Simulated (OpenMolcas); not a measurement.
## Run report: Cu³⁺ complex, multiconfigurational calculation

- system: Cu³⁺ with 6 ligands (F; octahedron, 1.839 Å), embedded in K2NaGaF6 by model potentials and point charges, whose field is part of the energies.
- method: state-averaged CASSCF, active space 8 electrons in the shell 3d, basis ANO-RCC-VDZP on the metal and ANO-RCC-VDZP on the ligands, DKH2 scalar Hamiltonian, spin-orbit coupling by RASSI with atomic mean-field integrals (OpenMolcas)

## The program's output (extracts)
```
--- SEWARD ---
Basis set label: CU.ANO-RCC...5S4P2D1F.

      Electronic valence basis set:
      ------------------
      Associated Effective Charge  29.000000 au
      Associated Actual Charge     29.000000 au
      Nuclear Model: Point charge

      Shell  nPrim  nBasis  Cartesian Spherical Contaminant
         s      21       5        X
         p      15       4        X
         d      10       2                 X
         f       6       1                 X
                  Relativistic Douglas-Kroll-Hess integrals:
                    - DKH order of Hamiltonian: 2
                    - DKH order of Properties : 0
                  Atomic mean-field integrals
--- RASSCF ---
Wave function specifications:
      -----------------------------

      Number of closed shell electrons          78
      Number of electrons in active shells       8
      Max number of holes in RAS1 space          0
      Max nr of electrons in RAS3 space          0
      Number of inactive orbitals               39
      Number of active orbitals                  5
      Number of secondary orbitals              98
      Spin quantum number                      1.0
      State symmetry                             1
Orbital specifications:
      -----------------------

      Symmetry species                           1   2
                                                ag  au
      Frozen orbitals                            0   0
      Inactive orbitals                         18  21
      Active orbitals                            5   0
      RAS1 orbitals                              0   0
      RAS2 orbitals                              5   0
      RAS3 orbitals                              0   0
      Secondary orbitals                        46  52
      Deleted orbitals                           0   0
      Number of basis functions                 69  73
      Number of CSFs                            10
      Number of root(s) required                10
      Iter CI   SX   CI       RASSCF       Energy    max ROT     max BLB   max BLB  Level Ln srch  Step   QN
          iter iter root      energy       change     param      element    value   shift minimum  type update
 Nr of preliminary CI iterations:   1
      Total energies have been shifted. Add                -2000.00 au
        1   1   10    0  -250.33791262    0.00E+00  -7.96E-02   21  27 1  6.91E-01*  1.89   0.00    SX    NO
        2   1   10    0  -251.23049304   -8.93E-01* -8.19E-02    6  34 2  1.77E-01*  1.37   0.00    SX    NO
        3   1   10    0  -251.38502833   -1.55E-01* -5.59E-02    9  22 2  8.35E-02*  1.26   0.00    SX    NO
        4   1   10    0  -251.41233399   -2.73E-02* -3.12E-02   21  24 2  4.47E-02*  1.20   0.00    SX    NO
        5   1    9    0  -251.42018241   -7.85E-03* -3.37E-02   21  24 2  2.64E-02*  1.17   2.26    LS   YES
        6   1    9    0  -251.42368247   -3.50E-03*  1.19E-02    4  32 2 -1.47E-02*  1.15   1.17    QN   YES
        7   1    8    0  -251.42429642   -6.14E-04*  6.73E-03   22  28 1 -5.29E-03*  1.14   1.58    LS   YES
        8   1    8    0  -251.42439262   -9.62E-05*  1.28E-03   19  25 1 -5.88E-03*  1.13   1.03    QN   YES
        9   1    8    0  -251.42448817   -9.56E-05* -8.31E-04   21  27 1  1.67E-03*  1.14   1.13    QN   YES
       10   1    7    0  -251.42450345   -1.53E-05* -5.23E-04    5  33 2  7.60E-04*  1.14   1.13    QN   YES
       11   1    7    0  -251.42450571   -2.25E-06* -3.04E-04   15  49 1  1.69E-04*  1.14   1.58    LS   YES
       12   1    7    0  -251.42450601   -3.05E-07* -9.31E-05    4  32 2 -1.88E-04*  1.14   0.95    QN   YES
       13   1    6    0  -251.42450626   -2.48E-07* -5.02E-05    4  32 2 -8.46E-05   1.14   1.54    LS   YES
       14   1    6    0  -251.42450629   -3.45E-08*  6.39E-05   18  53 2 -5.54E-05   1.14   0.99    QN   YES
       15   1    5    0  -251.42450632   -2.33E-08*  4.33E-05   15  49 1 -1.72E-05   1.14   1.67    QN   YES
       16   1    4    0  -251.42450632   -5.65E-09  -6.31E-06    9  22 2  7.65E-06   1.14   1.06    QN   YES
      Convergence after 16 iterations
       17   1    4    0  -251.42450632   -5.68E-10  -6.31E-06    9  22 2  4.12E-06   1.14   1.06    QN   YES
      Natural orbitals and occupation numbers for root  1
      sym 1:   2.000000   2.000000   1.000000   2.000000   1.000000
      Natural orbitals and occupation numbers for root  2
      sym 1:   1.999998   1.000002   2.000000   1.999998   1.000002
      Natural orbitals and occupation numbers for root  3
      sym 1:   2.000000   1.999998   1.999998   1.000002   1.000002
::    RASSCF root number  1 Total energy:  -2251.52098466
::    RASSCF root number  2 Total energy:  -2251.46302443
::    RASSCF root number  3 Total energy:  -2251.46302443
::    RASSCF root number  4 Total energy:  -2251.46302443
::    RASSCF root number  5 Total energy:  -2251.42484546
::    RASSCF root number  6 Total energy:  -2251.42484546
::    RASSCF root number  7 Total energy:  -2251.42484546
::    RASSCF root number  8 Total energy:  -2251.35348964
::    RASSCF root number  9 Total energy:  -2251.35348964
::    RASSCF root number 10 Total energy:  -2251.35348964
--- RASSCF ---
Wave function specifications:
      -----------------------------

      Number of closed shell electrons          78
      Number of electrons in active shells       8
      Max number of holes in RAS1 space          0
      Max nr of electrons in RAS3 space          0
      Number of inactive orbitals               39
      Number of active orbitals                  5
      Number of secondary orbitals              98
      Spin quantum number                      0.0
      State symmetry                             1
Orbital specifications:
      -----------------------

      Symmetry species                           1   2
                                                ag  au
      Frozen orbitals                            0   0
      Inactive orbitals                         18  21
      Active orbitals                            5   0
      RAS1 orbitals                              0   0
      RAS2 orbitals                              5   0
      RAS3 orbitals                              0   0
      Secondary orbitals                        46  52
      Deleted orbitals                           0   0
      Number of basis functions                 69  73
      Number of CSFs                            15
      Number of root(s) required                15
      Iter CI   SX   CI       RASSCF       Energy    max ROT     max BLB   max BLB  Level Ln srch  Step   QN
          iter iter root      energy       change     param      element    value   shift minimum  type update
 Nr of preliminary CI iterations:   1
      Total energies have been shifted. Add                -2000.00 au
        1   1    8    0  -251.33945737    0.00E+00   1.52E-02   20  26 1 -1.17E-02*  1.17   0.00    SX    NO
        2   1    8    0  -251.34061388   -1.16E-03*  1.05E-02   20  26 1 -5.83E-03*  1.17   0.00    SX    NO
        3   1    8    0  -251.34117406   -5.60E-04* -7.01E-03   20  26 1 -4.67E-03*  1.16   0.00    SX    NO
        4   1    8    0  -251.34145946   -2.85E-04* -5.27E-03   20  26 1 -2.84E-03*  1.16   0.00    SX    NO
        5   1    8    0  -251.34160852   -1.49E-04* -7.61E-03   20  26 1 -2.15E-03*  1.15   2.50    LS   YES
        6   1    8    0  -251.34174053   -1.32E-04* -6.24E-03   12  24 1 -1.36E-03*  1.15   1.85    LS   YES
        7   1    8    0  -251.34177559   -3.51E-05* -6.72E-04    7  34 2  1.32E-03*  1.14   1.03    QN   YES
        8   1    7    0  -251.34177957   -3.98E-06*  7.39E-04   12  24 1 -7.37E-04*  1.15   1.17    QN   YES
        9   1    7    0  -251.34178173   -2.16E-06*  5.16E-04   20  26 1  3.57E-04*  1.15   1.70    LS   YES
       10   1    7    0  -251.34178208   -3.47E-07*  1.29E-04   15  22 2  1.82E-04*  1.15   0.87    QN   YES
       11   1    6    0  -251.34178222   -1.39E-07*  8.67E-05   14  23 2  7.46E-05   1.15   1.41    QN   YES
       12   1    5    0  -251.34178225   -3.48E-08*  4.79E-05   23  29 1 -2.39E-05   1.15   1.28    QN   YES
       13   1    5    0  -251.34178226   -5.32E-09  -1.94E-05   12  24 1  1.17E-05   1.15   1.25    QN   YES
      Convergence after 13 iterations
       14   1    5    0  -251.34178226   -1.49E-09  -1.94E-05   12  24 1  7.85E-06   1.15   1.25    QN   YES
      Natural orbitals and occupation numbers for root  1
      sym 1:   1.017826   1.978369   1.998878   1.987102   1.017826
      Natural orbitals and occupation numbers for root  2
      sym 1:   1.017826   1.997863   1.977355   1.989131   1.017826
      Natural orbitals and occupation numbers for root  3
      sym 1:   1.123243   1.917838   1.917838   1.917838   1.123243
::    RASSCF root number  1 Total energy:  -2251.43847394
::    RASSCF root number  2 Total energy:  -2251.43847394
::    RASSCF root number  3 Total energy:  -2251.38367918
::    RASSCF root number  4 Total energy:  -2251.38217843
::    RASSCF root number  5 Total energy:  -2251.38217843
::    RASSCF root number  6 Total energy:  -2251.38217843
::    RASSCF root number  7 Total energy:  -2251.35414739
::    RASSCF root number  8 Total energy:  -2251.35414739
::    RASSCF root number  9 Total energy:  -2251.35414739
::    RASSCF root number 10 Total energy:  -2251.30071475
::    RASSCF root number 11 Total energy:  -2251.30071475
::    RASSCF root number 12 Total energy:  -2251.29906623
::    RASSCF root number 13 Total energy:  -2251.29906622
::    RASSCF root number 14 Total energy:  -2251.29906622
::    RASSCF root number 15 Total energy:  -2251.15850122
--- RASSI ---
SPIN-FREE ENERGIES:
  (Shifted by EMIN (a.u.) =      -2251.5209846576)

 SF State       Relative EMIN(au)   Rel lowest level(eV)    D:o, cm**(-1)

     1             0.0000000000        0.0000000000              0.0000
     2             0.0579602308        1.5771782285          12720.8003
     3             0.0579602308        1.5771782285          12720.8003
     4             0.0579602308        1.5771782285          12720.8003
    11             0.0825107187        2.2452310353          18109.0096
    12             0.0825107187        2.2452310353          18109.0096
     7             0.0961392001        2.6160809061          21100.1155
     5             0.0961392001        2.6160809061          21100.1155
     6             0.0961392001        2.6160809061          21100.1155
    13             0.1373054816        3.7362724943          30135.0700
    14             0.1388062287        3.7771099032          30464.4459
    15             0.1388062287        3.7771099032          30464.4459
    16             0.1388062287        3.7771099032          30464.4459
    17             0.1668372651        4.5398732622          36616.5473
    18             0.1668372651        4.5398732622          36616.5473
    19             0.1668372659        4.5398732828          36616.5474
     8             0.1674950158        4.5577715689          36760.9068
     9             0.1674950158        4.5577715689          36760.9068
    10             0.1674950158        4.5577715689          36760.9068
    20             0.2202699055        5.9938494781          48343.6563
    21             0.2202699055        5.9938494781          48343.6563
    22             0.2219184325        6.0387081809          48705.4662
    23             0.2219184325        6.0387081809          48705.4662
    24             0.2219184325        6.0387081809          48705.4662
    25             0.3624834409        9.8636769173          79555.9196
     Dipole printing threshold changed to   1.00000000E+00
Eigenvalues of complex Hamiltonian:
   -----------------------------------
  (Shifted by EMIN (a.u.) =      -2251.5209846576)

 SO State       Relative EMIN(au)   Rel lowest level(eV)    D:o, cm**(-1)

     1            -0.0006079580        0.0000000000              0.0000
     2            -0.0006079580        0.0000000000              0.0000
     3            -0.0006079580        0.0000000000              0.0000
     4             0.0554004829        1.5240673195          12292.4319
     5             0.0554004829        1.5240673188          12292.4319
     6             0.0565246521        1.5546575220          12539.1586
     7             0.0565246521        1.5546575224          12539.1586
     8             0.0565246521        1.5546575215          12539.1585
     9             0.0589591634        1.6209039491          13073.4720
    10             0.0589591634        1.6209039495          13073.4720
    11             0.0589591635        1.6209039500          13073.4720
    12             0.0599802404        1.6486888693          13297.5725
    13             0.0816199060        2.2375341692          18046.9302
    14             0.0816199061        2.2375341694          18046.9302
    15             0.0910391765        2.4938455761          20114.2211
    16             0.0940937667        2.5769652089          20784.6261
    17             0.0940937667        2.5769652093          20784.6261
    18             0.0940937667        2.5769652099          20784.6261
    19             0.0986242808        2.7002467795          21778.9590
    20             0.0986242809        2.7002467800          21778.9590
    21             0.0986242809        2.7002467803          21778.9590
    22             0.1003805714        2.7480378797          22164.4203
    23             0.1003805713        2.7480378787          22164.4203
    24             0.1376570874        3.7623835556          30345.6699
    25             0.1377845526        3.7658520598          30373.6452
    26             0.1377845526        3.7658520598          30373.6452
    27             0.1377845526        3.7658520598          30373.6452
    28             0.1664461110        4.5457727956          36664.1302
    29             0.1664461110        4.5457727955          36664.1302
    30             0.1665644284        4.5489923768          36690.0979
    31             0.1665644284        4.5489923768          36690.0979
    32             0.1665644290        4.5489923940          36690.0980
    33             0.1674243062        4.5723908428          36878.8192
    34             0.1674243062        4.5723908428          36878.8192
    35             0.1674243062        4.5723908428          36878.8192
    36             0.1692288550        4.6214951184          37274.8719
    37             0.1692288550        4.6214951185          37274.8719
    38             0.1692288552        4.6214951218          37274.8720
    39             0.1698012562        4.6370709472          37400.4995
    40             0.2205279996        6.0174159553          48533.7328
    41             0.2205279996        6.0174159553          48533.7328
Weights of the five most important spin-orbit-free states for each spin-orbit state.

 SO State  Total energy (au)           Spin-free states, spin, and weights
 -------------------------------------------------------------------------------------------------------
    1        -0.000608       1 1.0  0.9909    4 1.0  0.0036    2 1.0  0.0034    3 1.0  0.0015   15 0.0  0.0004
    2        -0.000608       1 1.0  0.9909    3 1.0  0.0036    4 1.0  0.0032    2 1.0  0.0017   16 0.0  0.0004
    3        -0.000608       1 1.0  0.9909    2 1.0  0.0034    3 1.0  0.0034    4 1.0  0.0017   14 0.0  0.0004
    4         0.055400       4 1.0  0.6184    3 1.0  0.2735    2 1.0  0.0694   11 0.0  0.0189    7 1.0  0.0094
    5         0.055400       2 1.0  0.5715    3 1.0  0.3674    4 1.0  0.0225   12 0.0  0.0189    5 1.0  0.0101
    6         0.056525       4 1.0  0.4949    2 1.0  0.4949    5 1.0  0.0047    7 1.0  0.0047   18 0.0  0.0006
    7         0.056525       4 1.0  0.4949    3 1.0  0.4949    5 1.0  0.0047    6 1.0  0.0047   17 0.0  0.0006
    8         0.056525       3 1.0  0.4949    2 1.0  0.4949    7 1.0  0.0047    6 1.0  0.0047   19 0.0  0.0006
    9         0.058959       4 1.0  0.4911    3 1.0  0.4911    1 1.0  0.0083    5 1.0  0.0039    6 1.0  0.0039
   10         0.058959       4 1.0  0.4911    2 1.0  0.4911    1 1.0  0.0083    5 1.0  0.0039    7 1.0  0.0039
   11         0.058959       3 1.0  0.4911    2 1.0  0.4911    1 1.0  0.0083    7 1.0  0.0039    6 1.0  0.0039
   12         0.059980       2 1.0  0.3333    3 1.0  0.3333    4 1.0  0.3333   11 0.0  0.0000    6 1.0  0.0000
```

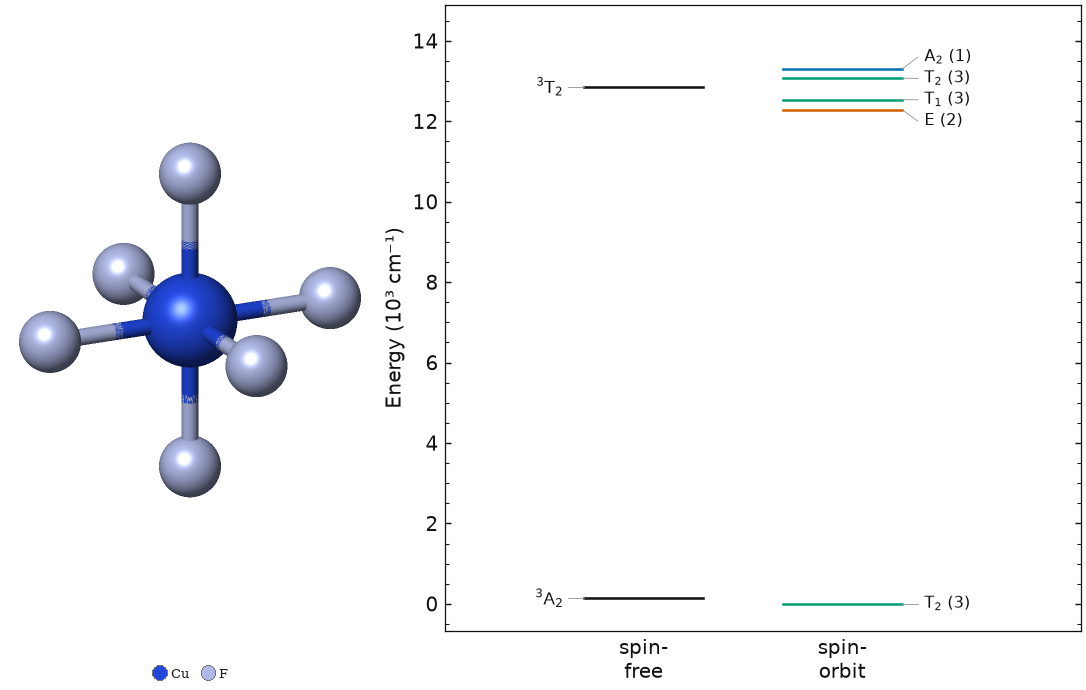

Cu³⁺ (3d⁸) as a dopant in K₂NaGaF₆, a cluster with its 6 nearest F⁻ at 1.839 Å (octahedron) embedded in model potentials and point charges; the geometry was set, not optimised, and its levels. Labels give the representation in O, Td, D4 or D3 as the site allows (double group for half-integer spin) where it could be assigned and, in brackets, the degeneracy; spin-free states, where drawn, share the zero of the spin-orbit levels. The ground level is T₂, 3-fold degenerate, 100 % from states of spin multiplicity 3. The next level lies at 12,300 cm⁻¹ (E). The lowest spin-free state is ³A₂; of the same spin there follows at 12,700 cm⁻¹ (³T₂) above it. The active orbitals hold 84 to 95 % metal character (Löwdin), and the Mulliken charge of the metal is +1.78.

## The input
```
&GATEWAY
Basis set
Cu.ANO-RCC-VDZP.
Cu1 0.0 0.0 0.0 Angstrom
End of basis
Basis set
F.ANO-RCC-VDZP.
L1 1.839000 0.000000 0.000000 Angstrom
L2 0.000000 1.839000 0.000000 Angstrom
L3 0.000000 0.000000 1.839000 Angstrom
End of basis
Basis set
Na.EMB-AIMP.Barandiaran.6s3p.1s1p.ECP.K2NaGaF6.
PseudoCharge
* 3 symmetry-unique lattice sites within 7.6 angstrom
End of basis
Basis set
K.EMB-AIMP.Barandiaran.0s.0s.ECP.K2NaGaF6.
PseudoCharge
* 16 symmetry-unique lattice sites within 7.6 angstrom
End of basis
Basis set
Na.EMB-AIMP.Barandiaran.0s.0s.ECP.K2NaGaF6.
PseudoCharge
* 4 symmetry-unique lattice sites within 7.6 angstrom
End of basis
Basis set
F.EMB-AIMP.Barandiaran.0s.0s.ECP.K2NaGaF6.
PseudoCharge
* 39 symmetry-unique lattice sites within 7.6 angstrom
End of basis
Basis set
Ga.EMB-AIMP.Barandiaran.0s.0s.ECP.K2NaGaF6.
PseudoCharge
* 6 symmetry-unique lattice sites within 7.6 angstrom
End of basis
Symmetry
XYZ
AngMom=0.0 0.0 0.0
AMFI
RICD
XField
1521 Angstrom 0
* Evjen-weighted lattice charges
&SEWARD
&RASSCF
FileOrb=start.orb
Symmetry=1
Spin=3
nActEl=8 0 0
Inactive=18 21
Ras2=5 0
CIRoot=10 10 1
SDav=10
CIMx=300
Iter=150 100
PrWF=0.3
OrbListing=Nothing
MaxOrb=0
LevShft=1.0
>>> COPY $Project.JobIph JOB001
&RASSCF
FileOrb=start.orb
Symmetry=1
Spin=1
nActEl=8 0 0
Inactive=18 21
Ras2=5 0
CIRoot=15 15 1
SDav=15
CIMx=300
Iter=150 100
PrWF=0.3
OrbListing=Nothing
MaxOrb=0
LevShft=1.0
>>> COPY $Project.JobIph JOB002
&RASSI
NrOfJobIphs=2 10 15
1 2 3 4 5 6 7 8 9 10
1 2 3 4 5 6 7 8 9 10 11 12 13 14 15
IphNames
JOB001
JOB002
EJob
SpinOrbit
DIPRint=1.0
SOCoupling=1000.0
Subsets=2
Property=9
'ANGMOM' 1 'ANGMOM' 2 'ANGMOM' 3 'MLTPL  1' 1 'MLTPL  1' 2 'MLTPL  1' 3
'AMFI' 1 'AMFI' 2 'AMFI' 3
SOProperty=3
'ANGMOM' 1 'ANGMOM' 2 'ANGMOM' 3
```

The file start.orb holds starting orbitals from an earlier step. A driver script formed the levels outside the program, from RASSI's spin-orbit matrix and the active-space energies, averaged over the components of each term or state.

Run as:
```bash
OMP_NUM_THREADS=1 MOLCAS_MEM=2457 MOLCAS_PROJECT=a pymolcas a.inp > a.log  # once for each step of the input, in one work folder
```

## Key numbers

```
                                 quantity                                                                 value
                                  outcome                                                             converged
      energy of the lowest spin-free term                                                   −2251.52098 hartree
    energy of the lowest spin-orbit level                                                   −2251.52159 hartree
largest spread among components of a term                                                              0.0 cm⁻¹
                                 hardware  1 thread of Arm Neoverse V1, 24 GiB of memory available, shared host
                                wall time                                                                  19 s
                              peak memory                                                              0.18 GiB
```

## Remarks

Without dynamic correlation the splittings between terms come out too large, often by 20 to 50 %. Limits: the geometry is set by hand, with no relaxation.
